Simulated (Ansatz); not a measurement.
**Ga3Sn (Pm-3m): check of PAW against all-electron LAPW in Python**

How well does PAW follow the all-electron answer for Ga3Sn (Pm-3m)? Aim: a check of PAW against all-electron LAPW, for Ga3Sn (Pm-3m), run from a script.

All numbers are computed with the Python package of Ansatz 0.2.0. The levels of theory stand in the script.

## Step 1: The system

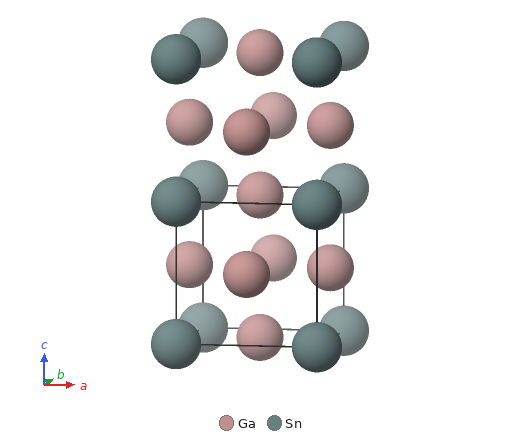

The starting structure, viewed slightly off an axis; gallium pink, tin teal. 1×1×2 cells are drawn. Atoms on cell faces are repeated.

No structure file is read: the coordinates are typed or built in the script.

## Step 2: The code

run_paw_lapw.py reads:

```python
"""Checking the PAW result for Ga3Sn with LAPW."""

import ansatz as az
import numpy as np


def count_gap(report):
    # lowest empty less highest filled band, counting bands; zero where they overlap
    return max(report.get("gap_by_band_count_ev") or 0.0, 0.0)


def main() -> None:
    vectors = np.array([
        [4.375243, 0.0, 0.0],
        [0.0, 4.375243, 0.0],
        [0.0, 0.0, 4.375243],
    ])
    xtal = (
        az.Lattice.of(vectors)
        .atom("Ga", (0.0, 0.5, 0.5))
        .atom("Ga", (0.5, 0.0, 0.5))
        .atom("Ga", (0.5, 0.5, 0.0))
        .atom("Sn", (0.0, 0.0, 0.0))
    )

    model = (
        xtal.calculation()
        .functional(az.Functional.PBESOL)
        .kpoints(7, 7, 7, center="monkhorst-pack")
        .occupations("Methfessel-Paxton", width=0.3)  # fractional filling near the Fermi level
        .scf(max_iterations=80)
        .stress()  # GPa
        .forces()  # minus the gradient of the free energy
        .band_table()  # levels at the mesh points
    )
    variants = {
        "PAW": model.pseudopotentials("paw"),
        "LAPW": model.pseudopotentials("all_electron", lapw=True),
    }
    # totals differ by the cores that each treatment holds, so compare what does not depend on them
    rows = []
    for label, variant in variants.items():
        r = variant.run(threads=1, backend="cpu").report
        levels = np.array(r["eigenvalues_ev"][0]) - r["fermi_energy_ev"]
        print(label, "levels at the first k-point near E_F:", np.round(levels[np.abs(levels) < 5], 3))
        rows.append((label, r["n_electrons"], np.trace(r["stress_gpa"]) / 3, count_gap(r)))
    for row in rows:
        print("; ".join(f"{name} = {round(v, 4) if isinstance(v, float) else v}" for name, v in zip(["treatment", "electrons in bands", "P GPa", "gap by band count eV"], row)))


if __name__ == "__main__":
    main()
```

## Step 3: What the engine is handed

The package turns the script's settings into the engine's input (first run):

```yaml
crystal:
  lattice:
    - [4.375243, 0.0, 0.0]
    - [0.0, 4.375243, 0.0]
    - [0.0, 0.0, 4.375243]
  atoms:
    - { symbol: Ga, position: [0.0, 0.5, 0.5] }
    - { symbol: Ga, position: [0.5, 0.0, 0.5] }
    - { symbol: Ga, position: [0.5, 0.5, 0.0] }
    - { symbol: Sn, position: [0.0, 0.0, 0.0] }
kpoints:
  mp_grid:
    grid: [7, 7, 7]
    shift: [0.0, 0.0, 0.0]
hamiltonian:
  xc: pbesol
  pseudopotentials:
    kind: paw
scf:
  max_iter: 80
  occupations:
    method: methfessel_paxton
    width: 0.3
output:
  forces: true
  stress: true
  eigenvalues: true
```

## Step 4: The run

On the command line:

```bash
$ python run_paw_lapw.py
```

Output:

```text
DeckWarning: basis.ecutwfc = 420 eV, auto-derived from the records' recommended cutoffs: set by Ga (normal level)
PAW levels at the first k-point near E_F: [-3.35  -2.825 -2.825 -2.825 -2.757 -2.757  4.121  4.121  4.121  4.157
  4.157]
LAPW levels at the first k-point near E_F: [-3.349 -2.825 -2.825 -2.825 -2.756 -2.756  4.122  4.122  4.122  4.158
  4.158  4.158]
treatment = PAW; electrons in bands = 53.0; P GPa = -1.2182; gap by band count eV = 0.0
treatment = LAPW; electrons in bands = 85.0; P GPa = -1.1994; gap by band count eV = 0.0
```

(Warnings from the package without file and line.)

It took 24 s on 1 thread of Arm Neoverse V2, shared host; peak memory 0.58 GiB.

## Step 5: What changed from run to run

The engine's inputs for the other runs:

Run 2, against run 1:

```diff
@@ -18 +18,2 @@
-    kind: paw
+    kind: all_electron
+    lapw: {}
```

## Step 6: The runs side by side

From the records of these 2 runs:

| run | potentials | energy (eV/atom) | pressure (GPa) | SCF cycles | CPU time (s) |
| --- | --- | --- | --- | --- | --- |
| 1 | paw | -4294.7920 | -1.22 | 7 | 2.6 |
| 2 | all_electron | -81648.7371 | -1.20 | 9 | 20 |

Energies are free energies F = E - TS of the smeared occupations. Totals under unlike functionals or potentials can't be compared directly.

## Step 7: Outcome

| quantity | value |
| --- | --- |
| runs compared | 2 |
| difference in pressure | 0.02 GPa |

PAW gives -1.218 GPa and LAPW -1.199 GPa, 0.019 GPa apart. They took 2.6 and 20.3 s of processor time. Reading the output:
- The computed bands are complete only to about 2.9 eV above the Fermi level.
- The mesh is modest for a metal, so energies can be off by several to tens of meV an atom and pressures by half a GPa or more; differences at equal mesh fare better.
- This cell is a computed structure, which may not be the phase found in nature.
- Pressure is positive in compression; the treatments may keep other shells as core, so totals and counts of electrons can differ.
